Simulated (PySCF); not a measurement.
**NMR shielding calculation, with input and output: C$_{4}$H$_{3}$FO**

The run: NMR shielding calculation of C$_{4}$H$_{3}$FO, SMILES Cc1c(F)c1=O. Method and program: GIAO PBE0/pcSseg-1 NMR shielding, non-relativistic, gas phase (PySCF 2.14.0).

The geometry comes from this level: GFN2-xTB. Figures and captions count atoms from 1; the log counts them from 0 in places.

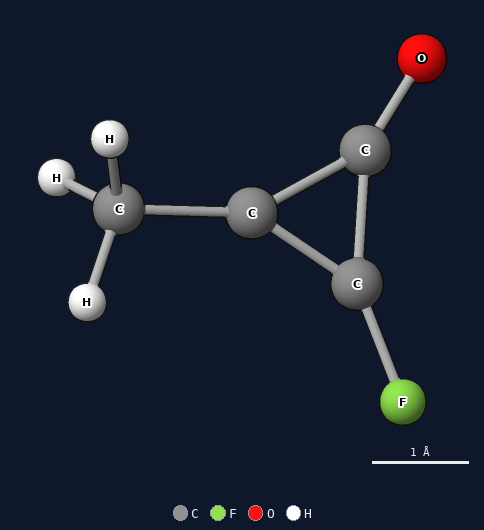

**Figure 1.** The structure as given in the input (ball-and-stick view, seen at a tilt). Bond lengths as drawn: C–C 1.35 to 1.47 Å, C–F 1.32 Å, C–H 1.09 Å and C–O 1.19 Å.

**Key numbers**

```json
{"quantity": "outcome", "value": "converged"}
{"quantity": "total energy", "value": "−328.816559 hartree"}
{"quantity": "HOMO", "value": "−7.34 eV"}
{"quantity": "LUMO", "value": "−0.48 eV"}
{"quantity": "dipole moment", "value": "4.18 D"}
{"quantity": "isotropic shielding, C", "value": "18.8 to 176.6 ppm"}
{"quantity": "isotropic shielding, F", "value": "248.4 ppm"}
{"quantity": "isotropic shielding, O", "value": "40.9 ppm"}
{"quantity": "isotropic shielding, H", "value": "29.3 to 29.6 ppm"}
{"quantity": "hardware", "value": "1 CPU thread, shared host"}
{"quantity": "wall time", "value": "17 s"}
{"quantity": "peak memory", "value": "0.52 GiB"}
```

**The input**
```
{"job": {"kind": "nmr", "xc": "PBE0", "basis": "pcSseg-1"}, "charge": 0, "multiplicity": 1}
C     -1.345318    -0.099042     0.052847
C      0.114397     0.038211    -0.006435
C      1.314999    -0.573894    -0.055753
F      1.895914    -1.762774    -0.078304
C      1.314809     0.850845    -0.055495
O      1.873995     1.900827    -0.077069
H     -1.785099     0.343280    -0.840987
H     -1.642148    -1.143496     0.124681
H     -1.727989     0.452037     0.911336
```

The first line tells a small driver script what to run in PySCF; the rest is the geometry in Å.

Launched with:
```bash
OMP_NUM_THREADS=1 python <driver script> task.json out
```

**Output**
```
coarse grid: 8376 points
cycle   1  E = -328.6179284002  dE =  1.245e+00  |g| = 8.633e-01  |ddm| = 2.949e+00
cycle   2  E = -328.0210757741  dE =  5.969e-01  |g| = 1.938e+00  |ddm| = 3.456e+00
cycle   3  E = -328.7597012298  dE = -7.386e-01  |g| = 1.536e-01  |ddm| = 2.613e+00
cycle   4  E = -328.7630085931  dE = -3.307e-03  |g| = 8.859e-02  |ddm| = 1.960e-01
cycle   5  E = -328.7641238370  dE = -1.115e-03  |g| = 2.145e-02  |ddm| = 7.422e-02
cycle   6  E = -328.7642088035  dE = -8.497e-05  |g| = 4.600e-03  |ddm| = 2.022e-02
cycle   7  E = -328.7642129263  dE = -4.123e-06  |g| = 1.654e-03  |ddm| = 6.833e-03
final grid: 83760 points
cycle   8  E = -328.8165300231  dE = -2.503e-06  |g| = 1.231e-02  |ddm| = 2.205e-02
cycle   9  E = -328.8164482407  dE =  8.178e-05  |g| = 2.415e-02  |ddm| = 3.339e-02
cycle  10  E = -328.8165587602  dE = -1.105e-04  |g| = 1.634e-03  |ddm| = 2.393e-02
cycle  11  E = -328.8165593412  dE = -5.810e-07  |g| = 2.205e-04  |ddm| = 1.507e-03
cycle  12  E = -328.8165593469  dE = -5.704e-09  |g| = 1.465e-04  |ddm| = 3.788e-04
cycle  13  E = -328.8165593514  dE = -4.507e-09  |g| = 2.843e-05  |ddm| = 1.836e-04
cycle  14  E = -328.8165593516  dE = -1.760e-10  |g| = 5.535e-06  |ddm| = 2.673e-05
```

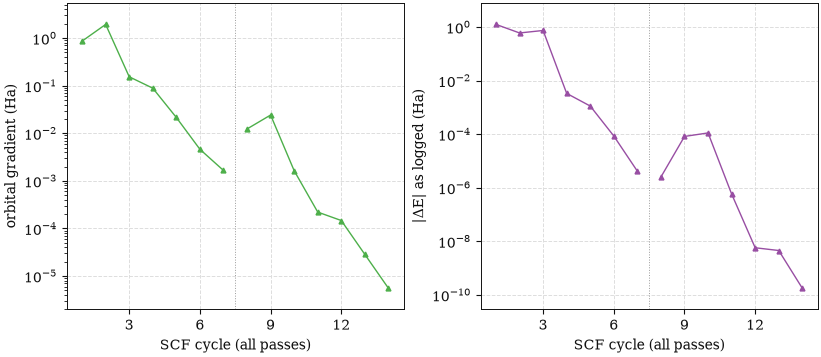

**Figure 2.** Convergence of the self-consistent field: orbital gradient and size of the energy change against the SCF cycle. The dotted line marks the change from a coarse to the final integration grid. The first 7 cycles use a coarse grid, the final grid takes over at cycle 8, and the field converges after 14 cycles in all.

```
converged SCF energy = -328.8165593516

GIAO shielding tensors (ppm)
atom      isotropic    diamagn.    paramagn.     s11        s22        s33       span
  0 C      176.617     247.163     -70.546    157.040    183.354    189.458     32.418
  1 C       39.013     258.965    -219.953   -108.803     78.362    147.479    256.283
  2 C       18.790     250.802    -232.012    -51.968     13.081     95.258    147.226
  3 F      248.364     471.744    -223.381     24.197    257.476    463.419    439.222
  4 C       42.909     250.264    -207.355    -86.486    100.942    114.269    200.755
  5 O       40.926     397.684    -356.757   -148.859   -116.730    388.368    537.227
  6 H       29.629      27.979       1.651     25.598     27.446     35.844     10.246
  7 H       29.259      28.177       1.081     24.816     28.297     34.663      9.848
  8 H       29.557      28.021       1.536     25.498     27.553     35.620     10.122
```

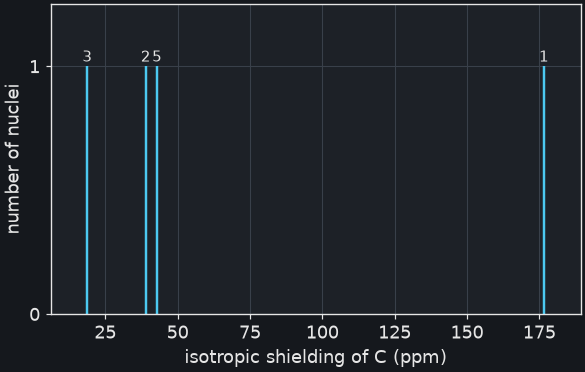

**Figure 3.** Isotropic shieldings of the carbon nuclei in this fixed geometry, labelled by atom number; shielding grows to the right, so chemical shift grows to the left. The least shielded is C3 (18.8 ppm), the most shielded C1 (176.6 ppm).

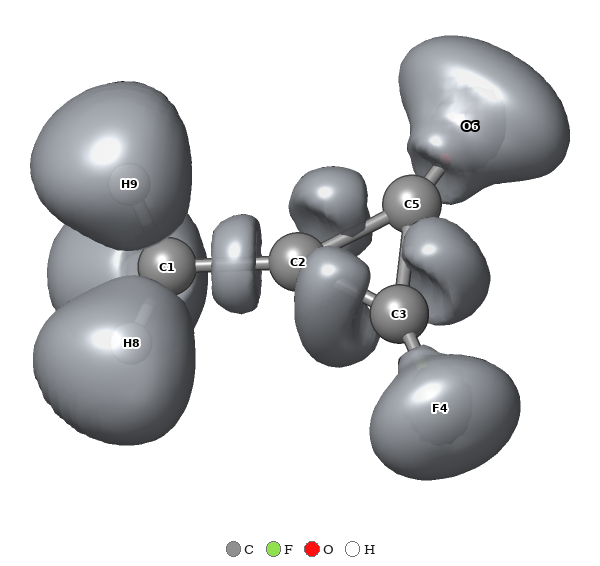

**Figure 4.** Isosurface of the ELF at 0.75 (grey), seen at a tilt. Only the valence region is drawn (cores and ρ < 0.01 e/Å³ removed). Values along the shortest contacts: C–O (1.19 Å): the ELF peaks at about 0.85 between the atoms; a multiple bond by its length, whose ELF region spreads away from the axis. C–F (1.32 Å): the ELF peaks at about 0.85 between the atoms (a polar covalent bond).

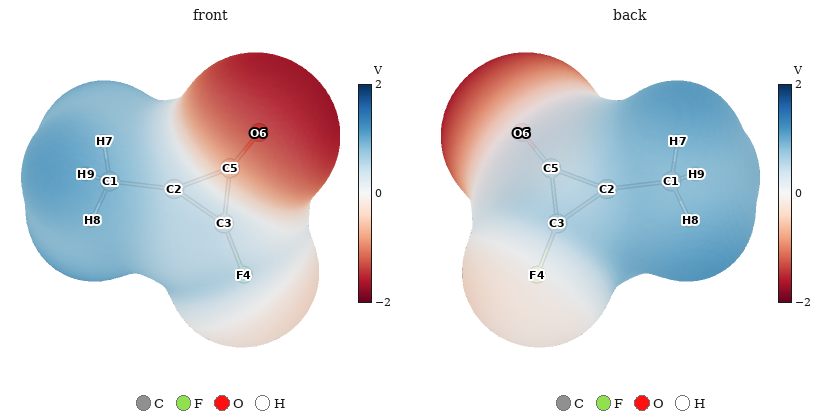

**Figure 5.** The electrostatic potential painted on the density surface at 0.001 e/bohr³, seen at a tilt and from behind; the colour scale runs from red (negative) to blue (positive). A positive charge is drawn to the negative regions and a negative charge to the positive ones. Its dipole moment is 4.18 D.

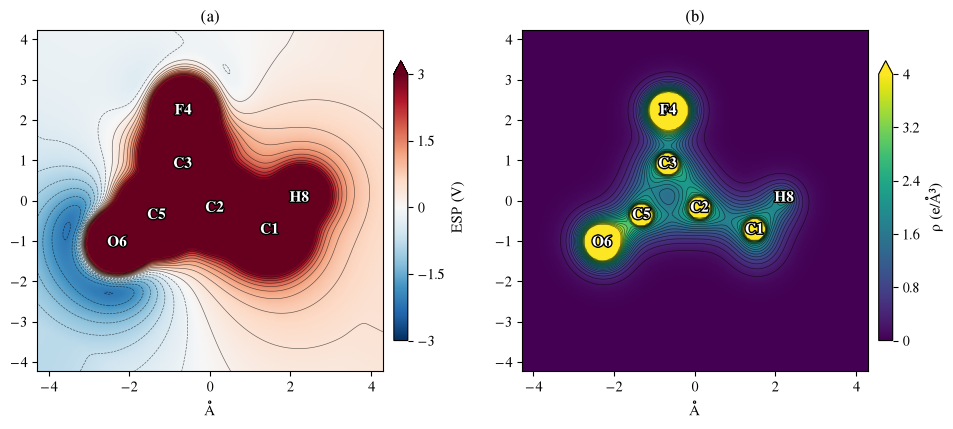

**Figure 6.** (a) electrostatic potential; (b) total electron density on the plane of atoms C1, C2 and C3. The plane passes through C, F, O and H nuclei. C–O (1.19 Å): ρ is about 3.4 e/Å³ halfway. C–C (1.35 Å): ρ at the midpoint is about 2.1 e/Å³.
